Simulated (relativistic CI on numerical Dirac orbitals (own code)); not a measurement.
```
atom Cr  Z=24  charge=2  electrons=22
nucleus A=52  rms_radius_fm=3.6452
hamiltonian dirac-coulomb  breit=on  qed=on  c_scale=1
orbitals kli  potential=per-configuration
slater_scale 0.7
correlation none
mixing on
configurations
  [Ar] 3d4
  [He] 2s2 2p5 3s2 3p6 3d5
end
absorption L2,3 T=300 lorentz=0.4 gauss=0.3
crystal_field free
```

Multiplet model: relativistic Dirac–Coulomb–Breit theory, one configuration a step, Slater integrals scaled by 0.7, 300 K, Voigt broadening (Lorentzian 0.4 eV, Gaussian 0.3 eV full widths), computed with a radial Dirac CI code. Dichroism is for the ground state at zero temperature, magnetised by an exchange field of 10 meV on Sz.

The L₂,₃ X-ray absorption spectrum that results:

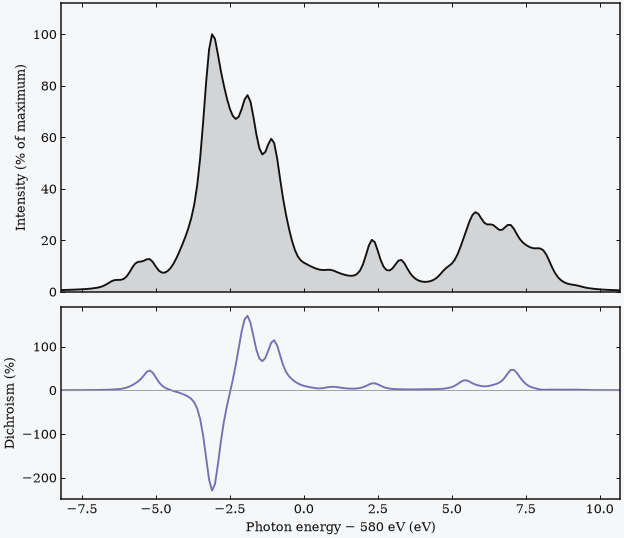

The main maxima lie at 574.8 eV (13), 576.9 eV (100), 578.1 eV (76), 578.9 eV (59), 582.3 eV (20), 583.3 eV (12), 585.8 eV (31) and 586.9 eV (26), heights in % of the largest; the centroid is at 580.0 eV. The ground state has S = 2.00. The circular dichroism (Δm = −1 less Δm = +1) is largest at 576.9 eV, −230 % of the isotropic maximum. The magnetised ground state has ⟨Lz⟩ = 1.72 and ⟨Sz⟩ = −1.72.

Note: free-ion energies, so absolute edge positions are off by a few eV from solids.
